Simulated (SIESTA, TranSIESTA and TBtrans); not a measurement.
Junction: Fe chain with one Si atom in place of Fe. Leads: straight Fe chain, spacing 2.25 Å. Geometry: 3 atoms about the centre moved by SIESTA (PBE, DZP) to a largest force of 0.02 eV/Å, all others as built, motion along the axis alone.

Method: TranSIESTA and TBtrans, PBE, DZP numerical orbitals (energy shift 0.15 eV), PseudoDojo norm-conserving scalar-relativistic potentials, mesh cutoff 200 Ry, 300 K, spin-polarised (collinear), no spin-orbit coupling; self-consistent non-equilibrium Green functions.

Energies count from the leads' Fermi level. Transmissions are for each spin. The energy step is 0.01 eV; narrower resonances are cut or missed.

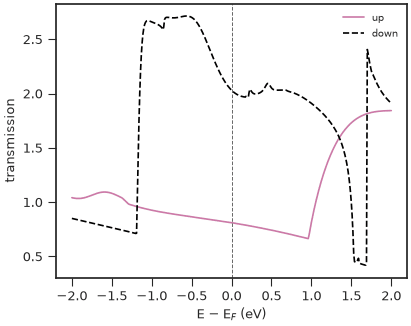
Figure: Transmission against energy

```tsv
E (eV)	T up	T down	lead channels up	down
-2.00	1.04	0.85	4	1
-1.80	1.05	0.82	4	1
-1.60	1.09	0.78	4	1
-1.40	1.05	0.75	4	1
-1.20	0.96	0.71	1	1
-1.00	0.93	2.66	1	3
-0.80	0.90	2.70	1	4
-0.60	0.88	2.71	1	4
-0.40	0.86	2.62	1	4
-0.20	0.83	2.28	1	4
0.00	0.81	2.03	1	4
0.20	0.79	1.97	1	4
0.40	0.76	2.04	1	band edge
0.60	0.73	2.03	1	band edge
0.80	0.69	2.00	1	4
1.00	0.81	1.91	3	4
1.20	1.36	1.77	3	4
1.40	1.65	1.49	3	4
1.60	1.78	0.44	3	2
1.80	1.83	2.13	3	3
2.00	1.84	1.91	3	3
```

The magnetic order of the leads was set by the start, and no other order was tried; the separate lead runs end at 3.39 (left) and 3.39 (right) μB an atom. The straight chain is held at its spacing; free chains may zigzag or dimerise.
